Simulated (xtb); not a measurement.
Geometry relaxation, with input and output: C3H2O2 (part 2 of 2)

Continued. System: C3H2O2, SMILES C#CC(=O)O. Method: GFN2-xTB (xtb 6.7.1). 

Geometry of the input (Å):
```
C  -0.5435  0.3126  1.7926
C  -0.2592  0.0414  0.6508
C  -0.0212  -0.2591  -0.6578
O  -0.3584  -1.2378  -1.2942
O  0.9233  0.4318  -1.2216
H  -0.9845  0.5176  2.7448
H  1.0999  0.1920  -2.0818
```

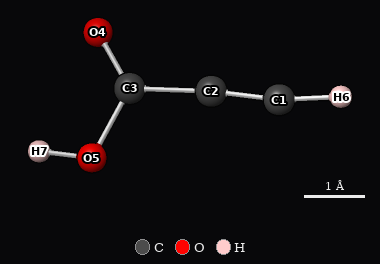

The geometry at step 4 of the log (ball-and-stick view, seen at a tilt; atoms are numbered from 1 in the order of the input).

**Log, continued**
```
 iter      E             dE          RMSdq      gap      omega  full diag
   1    -15.7225971 -0.157226E+02  0.830E-02    4.37       0.0  T
   2    -15.7225975 -0.423549E-06  0.514E-02    4.37       1.0  T
   3    -15.7225850  0.125894E-04  0.463E-02    4.37       1.0  T
   4    -15.7225993 -0.143722E-04  0.377E-03    4.37      10.0  T
   5    -15.7225994 -0.462543E-07  0.106E-03    4.37      35.6  T
   6    -15.7225994 -0.332237E-08  0.467E-04    4.37      81.0  T
   7    -15.7225994 -0.947207E-10  0.157E-04    4.37     240.5  T
     SCC iter.                  ...        0 min,  0.001 sec
     gradient                   ...        0 min,  0.001 sec
 * total energy  :   -15.4939145 Eh     change       -0.4304117E-04 Eh
   gradient norm :     0.0047745 Eh/a0  converged?    E=F G=F D=F
   step length   :     0.0344939 a0

........................................................................
.............................. CYCLE    5 ..............................
........................................................................

 iter      E             dE          RMSdq      gap      omega  full diag
   1    -15.7219489 -0.157219E+02  0.233E-02    4.37       0.0  T
   2    -15.7219497 -0.850844E-06  0.135E-02    4.36       2.8  T
   3    -15.7219498 -0.395659E-07  0.720E-03    4.37       5.2  T
   4    -15.7219498 -0.100474E-07  0.143E-03    4.37      26.5  T
   5    -15.7219498 -0.451953E-08  0.816E-04    4.37      46.3  T
   6    -15.7219498 -0.347808E-08  0.313E-04    4.37     120.7  T
     SCC iter.                  ...        0 min,  0.001 sec
     gradient                   ...        0 min,  0.001 sec
 * total energy  :   -15.4939308 Eh     change       -0.1632478E-04 Eh
   gradient norm :     0.0018654 Eh/a0  converged?    E=F G=F D=F
   step length   :     0.0194112 a0

........................................................................
.............................. CYCLE    6 ..............................
........................................................................

 iter      E             dE          RMSdq      gap      omega  full diag
   1    -15.7220165 -0.157220E+02  0.172E-02    4.36       0.0  T
   2    -15.7220172 -0.707811E-06  0.992E-03    4.36       3.8  T
   3    -15.7220172 -0.301614E-07  0.563E-03    4.36       6.7  T
   4    -15.7220171  0.524454E-07  0.320E-03    4.36      11.8  T
   5    -15.7220172 -0.593100E-07  0.997E-04    4.36      37.9  T
   6    -15.7220172 -0.681421E-08  0.199E-04    4.36     189.8  T
     SCC iter.                  ...        0 min,  0.001 sec
     gradient                   ...        0 min,  0.001 sec
 * total energy  :   -15.4939340 Eh     change       -0.3208238E-05 Eh
   gradient norm :     0.0008145 Eh/a0  converged?    E=T G=T D=F
   step length   :     0.0123563 a0

   *** GEOMETRY OPTIMIZATION CONVERGED AFTER 6 CYCLES ***

------------------------------------------------------------------------
 total energy gain   :        -0.0181381 Eh      -11.3818 kcal/mol
 total RMSD          :         0.1418332 a0        0.0751 Å
 total power (kW/mol):        -7.9369414 (step)-2121.9406 (real)
------------------------------------------------------------------------

 L-ANCopt (total)              0 d,  0 h,  0 min,  0.022 sec
 setup                          ...        0 min,  0.000 sec (  0.504%)
 model hessian                  ...        0 min,  0.000 sec (  0.613%)
 ANC generation                 ...        0 min,  0.000 sec (  0.810%)
 coordinate transformation      ...        0 min,  0.000 sec (  0.101%)
 Rational function              ...        0 min,  0.000 sec (  0.174%)
 singlepoint calculation        ...        0 min,  0.021 sec ( 94.721%)
 optimization log               ...        0 min,  0.000 sec (  1.886%)
 hessian update                 ...        0 min,  0.000 sec (  0.079%)

================
 final structure:
================
7 C
 C O H
    1    1    1.51431751876041E+00    5.82101070933262E-01    7.52515897737533E-02
    2    1    3.17905118557606E-01    5.21269379300076E-01    1.04581724192746E-01
    3    1   -1.10441855345814E+00    3.34165985437205E-01    8.70022420562134E-02
    4    2   -1.92165936300856E+00    1.21390951151236E+00    2.53648975067969E-02
    5    2   -1.43232364681202E+00   -9.59783535747600E-01    1.15957074414146E-01
    6    3    2.53352847070071E+00    8.30598554349092E-01    6.99043240217515E-03
    7    3   -2.39407217791234E+00   -9.82733706869175E-01    3.03605840060103E-02

 Bond Distances (Angstroems)
 ---------------------------
C1-C2=1.1983         C1-H6=1.0513         C2-C1=1.1983         C2-C3=1.4347         C3-C2=1.4347         C3-O4=1.2023
C3-O5=1.3352         O4-C3=1.2023         O5-C3=1.3352         O5-H7=0.9658         H6-C1=1.0513         H7-O5=0.9658
 C  H  Rav=1.0513 sigma=0.0000  Rmin=1.0513  Rmax=1.0513     1
 C  C  Rav=1.3165 sigma=0.1182  Rmin=1.1983  Rmax=1.4347     2
 O  H  Rav=0.9658 sigma=0.0000  Rmin=0.9658  Rmax=0.9658     1
 O  C  Rav=1.2688 sigma=0.0664  Rmin=1.2023  Rmax=1.3352     2

 selected bond angles (degree)
 --------------------
H6-C1-C2=168.97                C3-C2-C1=174.96                O4-C3-C2=125.38                O5-C3-C2=111.69
O5-C3-O4=122.91                H7-O5-C3=105.41

 selected dihedral angles (degree)
 ---------------------------------
C3-C2-C1-H6=143.01            O4-C3-C2-C1=207.77            O5-C3-C2-C1= 26.28            H7-O5-C3-C2=184.37
H7-O5-C3-O4=  2.92
           -------------------------------------------------
          |                Final Singlepoint                |
           -------------------------------------------------

          ...................................................
          :                      SETUP                      :
          :.................................................:
          :  # basis functions                  22          :
          :  # atomic orbitals                  22          :
          :  # shells                           12          :
          :  # electrons                        26          :
          :  max. iterations                   250          :
          :  Hamiltonian                  GFN2-xTB          :
          :  restarted?                      false          :
          :  GBSA solvation                  false          :
          :  PC potential                    false          :
          :  electronic temp.          300.0000000     K    :
          :  accuracy                    1.0000000          :
          :  -> integral cutoff          0.2500000E+02      :
          :  -> integral neglect         0.1000000E-07      :
          :  -> SCF convergence          0.1000000E-05 Eh   :
          :  -> wf. convergence          0.1000000E-03 e    :
          :  Broyden damping             0.4000000          :
          :  net charge                          0          :
          :  unpaired electrons                  0          :
          ...................................................

 iter      E             dE          RMSdq      gap      omega  full diag
   1    -15.7220172 -0.157220E+02  0.526E-05    4.36       0.0  T
   2    -15.7220172 -0.731859E-12  0.321E-05    4.36    1177.2  T
   3    -15.7220172  0.341061E-12  0.104E-05    4.36    3632.3  T

   *** convergence criteria satisfied after 3 iterations ***

         #    Occupation            Energy/Eh            Energy/eV
      -------------------------------------------------------------
         1        2.0000           -0.7589351             -20.6517
       ...           ...                  ...                  ...
         7        2.0000           -0.5898672             -16.0511
         8        2.0000           -0.5433831             -14.7862
         9        2.0000           -0.5108759             -13.9016
        10        2.0000           -0.4891507             -13.3105
        11        2.0000           -0.4616539             -12.5622
        12        2.0000           -0.4589760             -12.4894
        13        2.0000           -0.4398688             -11.9694 (HOMO)
        14                         -0.2797159              -7.6115 (LUMO)
        15                         -0.2013072              -5.4778
        16                         -0.1353617              -3.6834
        17                          0.0318837               0.8676
        18                          0.1227419               3.3400
       ...                                ...                  ...
        22                          1.3817843              37.6003
      -------------------------------------------------------------
                  HL-Gap            0.1601529 Eh            4.3580 eV
             Fermi-level           -0.3597923 Eh           -9.7904 eV

 SCC (total)                   0 d,  0 h,  0 min,  0.003 sec
 SCC setup                      ...        0 min,  0.000 sec (  2.239%)
 Dispersion                     ...        0 min,  0.000 sec (  0.985%)
 classical contributions        ...        0 min,  0.000 sec (  0.333%)
 integral evaluation            ...        0 min,  0.001 sec ( 21.520%)
 iterations                     ...        0 min,  0.001 sec ( 31.602%)
 molecular gradient             ...        0 min,  0.001 sec ( 39.741%)
 printout                       ...        0 min,  0.000 sec (  3.094%)

         :::::::::::::::::::::::::::::::::::::::::::::::::::::
         ::                     SUMMARY                     ::
         :::::::::::::::::::::::::::::::::::::::::::::::::::::
         :: total energy             -15.493933993793 Eh    ::
         :: gradient norm              0.013357137473 Eh/a0 ::
         :: HOMO-LUMO gap              4.357982250094 eV    ::
         ::.................................................::
         :: SCC energy               -15.722017347787 Eh    ::
         :: -> isotropic ES            0.048032994615 Eh    ::
         :: -> anisotropic ES          0.001205561748 Eh    ::
         :: -> anisotropic XC          0.006199317716 Eh    ::
         :: -> dispersion             -0.003086405438 Eh    ::
         :: repulsion energy           0.228083353994 Eh    ::
         :: add. restraining           0.000000000000 Eh    ::
         :: total charge              -0.000000000000 e     ::
         :::::::::::::::::::::::::::::::::::::::::::::::::::::

           -------------------------------------------------
          |                Property Printout                |
           -------------------------------------------------

    * Orbital Energies and Occupations

         #    Occupation            Energy/Eh            Energy/eV
      -------------------------------------------------------------
         1        2.0000           -0.7589351             -20.6517
         2        2.0000           -0.7298408             -19.8600
         3        2.0000           -0.6761911             -18.4001
         4        2.0000           -0.6427635             -17.4905
         5        2.0000           -0.6054257             -16.4745
         6        2.0000           -0.5938384             -16.1592
         7        2.0000           -0.5898672             -16.0511
         8        2.0000           -0.5433831             -14.7862
         9        2.0000           -0.5108759             -13.9016
        10        2.0000           -0.4891507             -13.3105
        11        2.0000           -0.4616539             -12.5622
        12        2.0000           -0.4589760             -12.4894
        13        2.0000           -0.4398688             -11.9694 (HOMO)
        14                         -0.2797159              -7.6115 (LUMO)
        15                         -0.2013072              -5.4778
        16                         -0.1353617              -3.6834
        17                          0.0318837               0.8676
        18                          0.1227419               3.3400
        19                          0.2247918               6.1169
        20                          0.3218546               8.7581
        21                          0.6414735              17.4554
        22                          1.3817843              37.6003
      -------------------------------------------------------------
                  HL-Gap            0.1601529 Eh            4.3580 eV
             Fermi-level           -0.3597923 Eh           -9.7904 eV

     #   Z          covCN         q      C6AA      α(0)
     1   6 C        1.909    -0.049    32.430     9.197
     2   6 C        1.966    -0.023    31.675     9.089
     3   6 C        2.690     0.388    20.436     7.398
     4   8 O        0.857    -0.397    21.618     6.234
     5   8 O        1.663    -0.368    20.229     6.072
     6   1 H        0.928     0.113     1.673     2.023
     7   1 H        0.806     0.336     0.623     1.240

 Mol. C6AA /au·bohr⁶  :        727.570206
 Mol. C8AA /au·bohr⁸  :      17708.113898
 Mol. α(0) /au        :         41.251800

Wiberg/Mayer (AO) data.
largest (>0.10) Wiberg bond orders for each atom

 ---------------------------------------------------------------------------
     #   Z sym  total        # sym  WBO       # sym  WBO       # sym  WBO
 ---------------------------------------------------------------------------
     1   6 C    3.960 --     2 C    2.865     6 H    0.963
     2   6 C    3.978 --     1 C    2.865     3 C    1.028
     3   6 C    3.926 --     4 O    1.739     5 O    1.125     2 C    1.028
     4   8 O    2.054 --     3 C    1.739     5 O    0.179
     5   8 O    2.210 --     3 C    1.125     7 H    0.862     4 O    0.179
     6   1 H    0.987 --     1 C    0.963
     7   1 H    0.887 --     5 O    0.862
 ---------------------------------------------------------------------------

Topologies differ in total number of bonds
Writing topology from bond orders to xtbtopo.mol

molecular dipole:
                 x           y           z       tot (Debye)
 q only:        0.493      -0.521      -0.027
   full:        0.451      -0.575      -0.039       1.860
molecular quadrupole (traceless):
                xx          xy          yy          xz          yz          zz
 q only:        3.705       6.732      -3.188       0.077       0.146      -0.517
  q+dip:        8.193       8.600      -6.487      -0.086       0.225      -1.706
   full:        5.573       8.400      -5.549      -0.010       0.273      -0.024

           -------------------------------------------------
          |                Geometry Summary                 |
           -------------------------------------------------

      molecular mass/u    :       70.0468990
   center of mass at/Å    :       -0.6392818       0.3023459       0.0785703
  moments of inertia/u·Å² :        0.4083213E+02   0.1204651E+03   0.1612453E+03
rotational constants/cm⁻¹ :        0.4128521E+00   0.1399379E+00   0.1045465E+00

 * 4 selected distances

     #   Z          #   Z                                           value/Å
     1   6 C        2   6 C                                       1.1983170
     3   6 C        4   8 O                                       1.2023438
     3   6 C        5   8 O                                       1.3351651 (max)
     5   8 O        7   1 H                                       0.9658229 (min)

 * 3 distinct bonds (by element types)

   Z      Z             #   av. dist./Å        max./Å        min./Å
   6 C    6 C           1     1.1983170     1.1983170     1.1983170
   1 H    8 O           1     0.9658229     0.9658229     0.9658229
   6 C    8 O           2     1.2687545     1.3351651     1.2023438

optimized geometry written to: xtbopt.gen

           -------------------------------------------------
          | TOTAL ENERGY              -15.493933993793 Eh   |
          | GRADIENT NORM               0.005492674156 Eh/α |
          | HOMO-LUMO GAP               4.357982250094 eV   |
           -------------------------------------------------

------------------------------------------------------------------------
------------------------------------------------------------------------
 total:
 *  cpu-time:     0 d,  0 h,  0 min,  0.042 sec
 * ratio c/w:     1.000 speedup
 SCF:
 *  cpu-time:     0 d,  0 h,  0 min,  0.005 sec
 * ratio c/w:     0.999 speedup
 ANC optimizer:
 *  cpu-time:     0 d,  0 h,  0 min,  0.026 sec
 * ratio c/w:     1.000 speedup
```

**Trajectory as extended XYZ (Å, eV, eV/Å), 8 frames, from step=0 to step=7**
```
7
Properties=species:S:1:pos:R:3 step=0 energy=-421.11786
C     1.5143    0.5821    0.0752
C     0.3172    0.4263    0.0459
C    -1.0360    0.2961   -0.0594
O    -1.8977    1.1491    0.0219
O    -1.4868   -0.9161    0.0605
H     2.5405    0.8586   -0.0407
H    -2.3941   -0.9827    0.0304
7
Properties=species:S:1:pos:R:3 step=1 energy=-421.48326
C     1.5143    0.5821    0.0752
C     0.3323    0.4558    0.0953
C    -1.0547    0.3209    0.0935
O    -1.9016    1.2060   -0.0033
O    -1.4585   -0.9412    0.0748
H     2.5270    0.8636   -0.0223
H    -2.3941   -0.9827    0.0304
7
Properties=species:S:1:pos:R:3 step=2 energy=-421.60193
C     1.5143    0.5821    0.0752
C     0.3203    0.5125    0.1027
C    -1.0890    0.3375    0.0658
O    -1.9201    1.2109    0.0080
O    -1.4311   -0.9556    0.0838
H     2.5276    0.8328   -0.0198
H    -2.3941   -0.9827    0.0304
7
Properties=species:S:1:pos:R:3 step=3 energy=-421.60972
C     1.5143    0.5821    0.0752
C     0.3159    0.5288    0.1101
C    -1.1029    0.3421    0.0798
O    -1.9269    1.2153    0.0150
O    -1.4283   -0.9578    0.0990
H     2.5324    0.8286   -0.0082
H    -2.3941   -0.9827    0.0304
7
Properties=species:S:1:pos:R:3 step=4 energy=-421.61089
C     1.5143    0.5821    0.0752
C     0.3192    0.5203    0.1026
C    -1.1037    0.3368    0.0810
O    -1.9210    1.2147    0.0196
O    -1.4293   -0.9608    0.1057
H     2.5334    0.8306   -0.0011
H    -2.3941   -0.9827    0.0304
7
Properties=species:S:1:pos:R:3 step=5 energy=-421.61133
C     1.5143    0.5821    0.0752
C     0.3181    0.5214    0.1042
C    -1.1050    0.3360    0.0853
O    -1.9220    1.2149    0.0229
O    -1.4313   -0.9597    0.1119
H     2.5338    0.8312    0.0038
H    -2.3941   -0.9827    0.0304
7
Properties=species:S:1:pos:R:3 step=6 energy=-421.61142
C     1.5143    0.5821    0.0752
C     0.3179    0.5213    0.1046
C    -1.1044    0.3342    0.0870
O    -1.9217    1.2139    0.0254
O    -1.4323   -0.9598    0.1160
H     2.5335    0.8306    0.0070
H    -2.3941   -0.9827    0.0304
7
Properties=species:S:1:pos:R:3 step=7 energy=-421.61142
C     1.5143    0.5821    0.0752
C     0.3179    0.5213    0.1046
C    -1.1044    0.3342    0.0870
O    -1.9217    1.2139    0.0254
O    -1.4323   -0.9598    0.1160
H     2.5335    0.8306    0.0070
H    -2.3941   -0.9827    0.0304
```

**Summary**

| quantity | value |
| --- | --- |
| outcome | converged |
| electrons treated | 26 |
| total energy | −15.493934 hartree |
| dispersion energy | −0.003086 hartree |
| basis functions | 22 |
| HOMO | −11.97 eV |
| LUMO | −7.61 eV |
| dipole moment | 1.86 D |
| hardware | 1 thread of Intel Xeon @ 2.50GHz (Skylake/Cascade Lake), 64 GiB of memory available, shared host |
| peak memory | 0.094 GiB |

Settings chosen away from the usual ones: method = gfn2-xtb; task = optimise; x = {"opt_engine": "lbfgs"}; geo = {"rattle": 0.05}; partner = base; fix set to 6 (from 0).
